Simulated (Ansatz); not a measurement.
# Work function of Pt(100): what the settings cost and change, part 2 of 2

How far do functional and pseudopotentials move the work function of Pt(100), and at what cost?

Ansatz 0.2.0; plane-wave DFT, PBE, Ansatz PAW (the session's first sound run).

So far, work function, upper face (eV): step 2 (slab, setting PBE, Ansatz PAW (420 eV)) 5.67; step 4 (PBEsol) 5.79; step 5 (RPBE) 5.50; step 6 (r2SCAN) 5.74; step 7 (PBE JTH) 5.67.

### 8. Slab

This step: plane-wave DFT, PBE, norm-conserving (Ansatz 0.2.0).

The input, input.yaml:

```yaml
crystal:
  lattice:
    - [2.7718585823, 0.0, 0.0]
    - [0.0, 2.7718585823, 0.0]
    - [0.0, 0.0, 29.76]
  atoms:
    - { symbol: Pt, position: [0.0, 0.0, 0.3024193548] }
    - { symbol: Pt, position: [0.5, 0.5, 0.3682795699] }
    - { symbol: Pt, position: [0.0, 0.0, 0.4341397849] }
    - { symbol: Pt, position: [0.5, 0.5, 0.5] }
    - { symbol: Pt, position: [0.0, 0.0, 0.5658602151] }
    - { symbol: Pt, position: [0.5, 0.5, 0.6317204301] }
    - { symbol: Pt, position: [0.0, 0.0, 0.6975806452] }
kpoints:
  mp_grid: { grid: [15, 15, 1] }
hamiltonian:
  xc: pbe
  pseudopotentials: { kind: nc }
scf:
  occupations: { method: fermi_dirac, width: 0.1 }
  convergence: { dr2_threshold: 1.0e-09 }
efield:
  axis: 3
  dipole_correction: true
  ramp_position: 0.97
  ramp_width: 0.06
output:
  write_potential: true
  write_density: true
  volumetric_format: npy
```

On the command line:

```sh
$ ansatz run input.yaml --threads 4 --pin off --max-ram 6144MiB --backend cpu --events-out ev --progress --plain --runs-dir out
```

Numbers of over 12 decimals in the logs are rounded to 6 here.

Log:

```text
[...]
Crystal: 7 atoms, lattice volume = 228.652 Å³
Basis set: ecut = 1142.878222 eV, 20157 PW (Γ)
Bands: 76, of which v1, the nominal top of the filled ones, is band 63 counted from 1 (62 counted from 0)
Symmetry: 8 space group operations
k-points: 36 of 225
[...]
k-point 0: bands = [... 59 lower, 7.0122, 7.1657, 7.2078, 7.5728, 7.7766, 7.7766, 7.9029, 7.9375, ... 9 higher]
  k-point 1: bands = [... 59 lower, 6.8969, 7.3427, 7.4038, 7.4256, 7.4656, 7.8042, 7.8449, 7.9353, ... 9 higher]
  k-point 2: bands = [... 59 lower, 6.7949, 6.9136, 7.1621, 7.4128, 7.4600, 7.6419, 7.7660, 8.0588, ... 9 higher]
  k-point 35: bands = [... 59 lower, 8.2386, 8.2499, 8.7744, 8.8087, 10.1157, 10.7923, 11.7481, 12.3550, ... 9 higher]
[key lines of the parts left out:]
SCF converged after 11 iterations
Free energy (F): -24851.744480 eV
Fermi energy:    7.825903 eV
Dipole field:    D = 0.000000 V/Å  (p = 0.000000 e·Å, saw-weighted, corrected)
Work function:   Φ+ = 5.6651 eV   Φ− = 5.6651 eV
```

It took 4.3 min on 4 threads of Arm Neoverse N1, shared host; peak memory 3.2 GiB.

The work function is 5.665 eV, -0.000 eV from the run “PBE, Ansatz PAW (420 eV)”, at 5.0 times its CPU time.

### 9. Slab

This step: plane-wave DFT, LDA, norm-conserving (Ansatz 0.2.0).

Changes to input.yaml since step 8:

```diff
@@ -16,3 +16,3 @@
 hamiltonian:
-  xc: pbe
+  xc: lda
   pseudopotentials: { kind: nc }
```

Log:

```text
[...]
Crystal: 7 atoms, lattice volume = 228.652 Å³
Basis set: ecut = 1142.878222 eV, 20157 PW (Γ)
Bands: 76, of which v1, the nominal top of the filled ones, is band 63 counted from 1 (62 counted from 0)
Symmetry: 8 space group operations
k-points: 36 of 225
[...]
k-point 0: bands = [... 59 lower, 6.6134, 6.7271, 6.8272, 7.1939, 7.3806, 7.3806, 7.5245, 7.5597, ... 9 higher]
  k-point 1: bands = [... 59 lower, 6.5122, 6.9585, 7.0167, 7.0197, 7.0600, 7.4232, 7.4659, 7.5451, ... 9 higher]
  k-point 2: bands = [... 59 lower, 6.4074, 6.5096, 6.7769, 7.0265, 7.0434, 7.2613, 7.3809, 7.6687, ... 9 higher]
  k-point 35: bands = [... 59 lower, 7.8390, 7.8496, 8.3628, 8.3977, 9.6730, 10.3548, 11.3042, 11.9155, ... 9 higher]
[key lines of the parts left out:]
SCF converged after 11 iterations
Free energy (F): -24891.028843 eV
Fermi energy:    7.430572 eV
Dipole field:    D = 0.000000 V/Å  (p = 0.000000 e·Å, saw-weighted, corrected)
Work function:   Φ+ = 6.0547 eV   Φ− = 6.0547 eV
```

It took 4.3 min on 4 threads; peak memory 3.2 GiB.

The work function is 6.055 eV, +0.389 eV from the run “PBE, Ansatz PAW (420 eV)”, at 5.1 times its CPU time.

### 10. Run, setting PBE, all layers relaxed

This step: plane-wave DFT, PBE, Ansatz PAW (Ansatz 0.2.0).

Changes to input.yaml since step 9:

```diff
@@ -16,4 +16,3 @@
 hamiltonian:
-  xc: lda
-  pseudopotentials: { kind: nc }
+  xc: pbe
 scf:
@@ -26,2 +25,5 @@
   ramp_width: 0.06
+relax:
+  f_tol: 0.01
+  max_steps: 40
 output:
```

Log:

```text
[...]
Crystal: 7 atoms, lattice volume = 228.652 Å³
Basis set: ecut = 420 eV, 4543 PW (Γ), exchange–correlation on 40×40×400 points (8 copies of the dense FFT grid, shifted against one another)
Bands: 76, of which v1, the nominal top of the filled ones, is band 63 counted from 1 (62 counted from 0)
Symmetry: 8 space group operations
k-points: 36 of 225
[...]
F+E_penalty+E_count = -87659.53821812 eV   max|allowed force component| = 4.291e-3 eV/Å
  atoms:
    - { symbol: Pt, position: [0, 0.0, 0.297843] }
    - { symbol: Pt, position: [0.5, 0.5, 0.364222] }
    - { symbol: Pt, position: [0, 0.0, 0.431969] }
    - { symbol: Pt, position: [0.5, 0.5, 0.500000] }
    - { symbol: Pt, position: [0, 0.0, 0.568031] }
    - { symbol: Pt, position: [0.5, 0.5, 0.635778] }
    - { symbol: Pt, position: [0, 0.0, 0.702157] }
[key lines of the parts left out:]
SCF converged after 12 iterations
Free energy (F): -87659.538218 eV
Fermi energy:    7.700446 eV
Dipole field:    D = 0.000000 V/Å  (p = 0.000000 e·Å, saw-weighted, corrected)
Work function:   Φ+ = 5.6781 eV   Φ− = 5.6781 eV
```

It took 2.1 min on 4 threads; peak memory 0.87 GiB.

The relaxation took 3 steps and lowered the energy by 0.061 eV; the largest force on the free atoms ends at 0.0043 eV/Å.

The work function is 5.678 eV, +0.013 eV from the run “PBE, Ansatz PAW (420 eV)”, at 2.3 times its CPU time.

### 11. Run

This step: plane-wave DFT, PBE, fully relativistic PAW with spin-orbit coupling (Ansatz 0.2.0).

Changes to input.yaml since step 10:

```diff
@@ -17,2 +17,3 @@
   xc: pbe
+  pseudopotentials: { kind: paw_fr }
 scf:
@@ -25,5 +26,5 @@
   ramp_width: 0.06
-relax:
-  f_tol: 0.01
-  max_steps: 40
+magnetization:
+  noncollinear: true
+  spin_orbit: true
 output:
```

Log:

```text
[...]
non-collinear run that drives no moment, with spin-orbit: no starting moment large enough to seed its density (crystal.atoms[].spin), no starting occupations that ask for one, no magnetisation constraint and no magnetic field, so the semilocal B_xc is pinned to zero
Crystal: 7 atoms, lattice volume = 228.652 Å³
[...]
k-point 1: bands = [... 122 lower, 7.2119, 7.2119, 7.2861, 7.2861, 7.4696, 7.4696, 7.5315, 7.5315, ... 22 higher]
  k-point 2: bands = [... 122 lower, 7.1818, 7.1818, 7.2184, 7.2184, 7.3024, 7.3024, 7.6945, 7.6945, ... 22 higher]
  k-point 35: bands = [... 122 lower, 8.7569, 8.7569, 8.7850, 8.7850, 9.8526, 9.8526, 10.5122, 10.5122, ... 22 higher]
[key lines of the parts left out:]
SCF converged after 13 iterations
Magnetization: |M| = 0.0000 μB,  M = (+0.0000, +0.0000, +0.0000) μB
Free energy (F): -87901.933439 eV
Fermi energy:    7.818465 eV
Dipole field:    D = -0.000000 V/Å  (p = -0.000000 e·Å, saw-weighted, corrected)
Work function:   Φ+ = 5.5988 eV   Φ− = 5.5988 eV
```

The job ended after 6.5 min (4 threads; peak memory 4 GiB; 24 min of CPU time).

The work function is 5.599 eV, -0.067 eV from the run “PBE, Ansatz PAW (420 eV)”, at 8.0 times its CPU time.

### 12. The series together

Times are for 4 threads of Arm Neoverse N1, shared host. The series side by side:

```csv
no.,setting,"work function, upper face (eV)",time,memory (GiB)
1,"PBE, Ansatz PAW (420 eV)",5.665,58 s,1
2,"LDA, Ansatz PAW (420 eV)",6.051,53 s,0.99
3,"PBEsol, Ansatz PAW (420 eV)",5.792,55 s,1.0
4,"RPBE, Ansatz PAW (420 eV)",5.499,55 s,1
5,"r2SCAN, Ansatz PAW (500 eV)",5.740,2.8 min,1.6
6,"PBE, JTH PAW (750 eV)",5.671,2 min,1.4
7,"PBE, norm-conserving (1143 eV)",5.665,4.3 min,3.2
8,"LDA, norm-conserving (1143 eV)",6.055,4.3 min,3.2
9,"PBE, all layers relaxed",5.678,2.1 min,0.87
10,PBE with spin-orbit coupling (420 eV),5.599,6.5 min,4.0
```

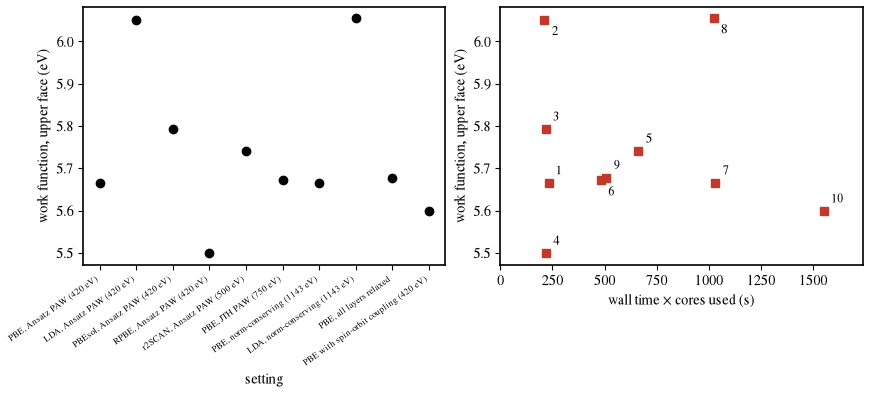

The series as plots; the last panel sets the first result against cost, with the runs numbered as in the table.

### 13. A changed input

This step: plane-wave DFT, PBE, Ansatz PAW (Ansatz 0.2.0).

An input spoilt on purpose, to show how the run answers: it repeats the earlier run “PBE, Ansatz PAW (420 eV)” with efield.axis from 3 to 0, and scf.max_iter set to 50; its output block differs too.

Changes to input.yaml since step 11:

```diff
@@ -17,3 +17,2 @@
   xc: pbe
-  pseudopotentials: { kind: paw_fr }
 scf:
@@ -21,4 +20,5 @@
   convergence: { dr2_threshold: 1.0e-09 }
+  max_iter: 50
 efield:
-  axis: 3
+  axis: 0
   dipole_correction: true
@@ -26,5 +26,2 @@
   ramp_width: 0.06
-magnetization:
-  noncollinear: true
-  spin_orbit: true
 output:
```

Log:

```text
Error: invalid value for `efield.axis`: must be in [1, 3]; got 0
```

Wall time 0.04 s (4 threads); peak memory 0.06 GiB.

The program refused the input before any cycle.

The program's message: “Error: invalid value for `efield.axis`: must be in [1, 3]; got 0”

The fault put into the input: an axis of 0, outside the range 1 to 3.

### 14. Results

```json
{
 "work function, PBE, Ansatz PAW (420 eV)": "5.665 eV",
 "work function, LDA, Ansatz PAW (420 eV)": "6.051 eV",
 "work function, RPBE, Ansatz PAW (420 eV)": "5.499 eV",
 "work function, r2SCAN, Ansatz PAW (500 eV)": "5.740 eV",
 "work function, LDA, norm-conserving (1143 eV)": "6.055 eV",
 "work function, PBE, all layers relaxed": "5.678 eV",
 "work function, PBE with spin-orbit coupling (420 eV)": "5.599 eV"
}
```

**Reading.** PBE on the default files gives 5.67 eV, and the settings tried spread the value from 5.50 to 6.05 eV. At one geometry LDA lies 0.39 eV above PBE. The choice of pseudopotentials moves the PBE value by 0.006 eV. Relaxing the layers changes it by +0.013 eV. Spin-orbit coupling, on the fully relativistic files, changes it by -0.07 eV. A compiled measured value is 5.7 eV (arxiv:1902.07811, 2019), but the real face reconstructs and these slabs don't, so it is no test of the method. The ladder's slabs use the tabulated experimental lattice constant (two decimals; a low-temperature value for the alkali metals).

[Logs are printed without paths, hosts, clocks, repeated set-up lines and the standing remarks that a program may print on its own settings, such as how far it seeks lower states.]

[Hosts, paths, dates, database ids (printed as entryN), source tags and the programs' standing remarks are cut or masked in the printed files.]

[Maps of the electrostatic potential energy from Ansatz leave out the sawtooth potential of an applied field or a dipole correction, so their vacuum need not be flat; planar profiles and work functions include it.]
